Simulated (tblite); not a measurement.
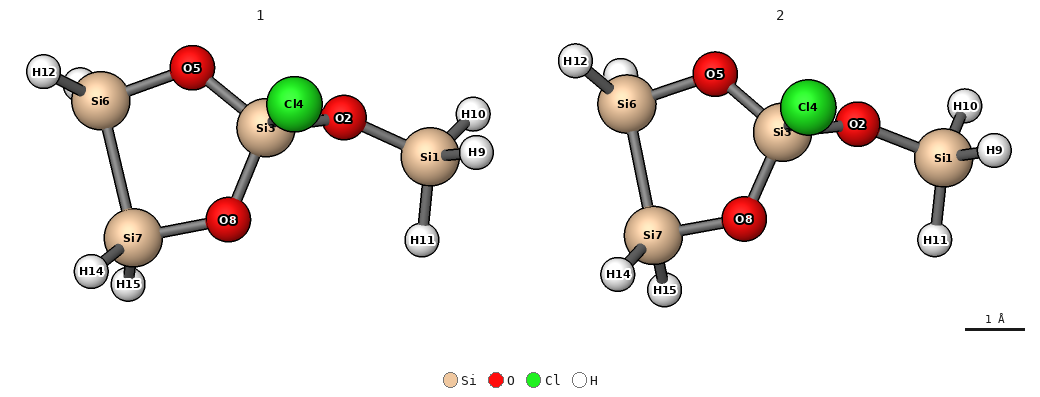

Two geometries of Si₄H₇O₃Cl, drawn at one scale. One is the start of a relaxation, the other its converged end. A ball-and-stick model, seen at a tilt.

Computed with GFN2-xTB geometry optimisation, gas phase (tblite 0.8.0). 

**Which of the two is the end point?**

Structure 2 is the relaxed one. The energy falls by 62.3 kJ/mol in 75 geometry steps. The largest move after the best rigid fit is that of an H atom, 0.51 Å. By element the largest moves are H 0.51 Å, O 0.22 Å, Si 0.17 Å, Cl 0.15 Å. Among the contacts that change: Si–Si 2.429 → 2.324 Å, O–Si 1.695 → 1.620 Å, O–Si 1.678 → 1.616 Å, O–Si 1.653 → 1.598 Å. Among the angles between lasting bonds that change: O–Si–H 109.7° → 101.5°, O–Si–H 111.1° → 103.0°, Si–O–Si 139.4° → 147.3°. Cost: 1.5 s on 1 thread of Arm Neoverse N1, on a shared host.
